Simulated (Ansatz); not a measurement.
```
Y Ti Ge As
1.0
     6.76373    0.00000    0.00000
    -3.38186    5.85756    0.00000
     0.00000    0.00000   10.06311
Y Ti Ge As
3 3 3 9
Cartesian
  0.0000 3.9051 3.3131
  0.0000 0.0000 6.6675
  3.3819 1.9525 10.0218
  0.0000 0.0000 0.2211
  3.3819 1.9525 3.5755
  0.0000 3.9051 6.9299
  0.0000 3.9051 0.2076
  0.0000 0.0000 3.5619
  3.3819 1.9525 6.9163
  2.6635 3.9047 2.0564
  -0.7183 5.8572 5.4107
  -0.7183 1.9522 8.7651
  2.0504 0.3543 2.0564
  -1.3315 2.3069 5.4107
  2.0504 4.2594 8.7651
  5.4317 1.5985 2.0564
  2.0498 3.5510 5.4107
  -1.3320 5.5035 8.7651
```

Space group R3; a generated structure, not necessarily the stable one; computed without spin polarisation.

Computed with Ansatz, DFT PBE, scalar-relativistic, plane waves, PAW.

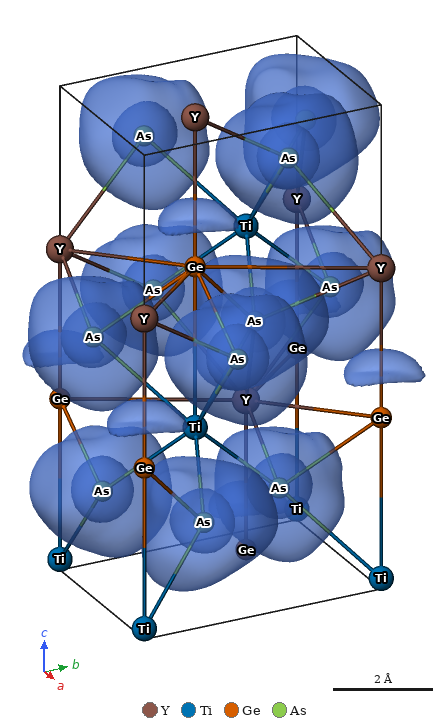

YTiGeAs3. Isosurface of the electron localisation function at 0.55 (blue), seen slightly off an axis. Only the valence region is drawn (cores and ρ < 0.01 e/Å³ removed). Sticks mark near contacts.

In a PAW calculation such maps are meaningful between the atoms, not at the nuclei.

> Describe the localisation domains.

At this value the surface marks out three lobes of the valence shell of Ge pointing towards Y (polar bonds) and nine regions on As in which the atom's valence shell and bonds are merged, counted in one cell of 18 atoms. Regions shared between cells count once. Along the contacts the grid gives the following. Ge–As (2.57 Å): the ELF peaks at about 0.65 in the valence shell of As, 1.2 Å from its nucleus, and is about 0.65 at the midpoint. Ti–As (2.58 Å): the ELF is about 0.55 at the midpoint.
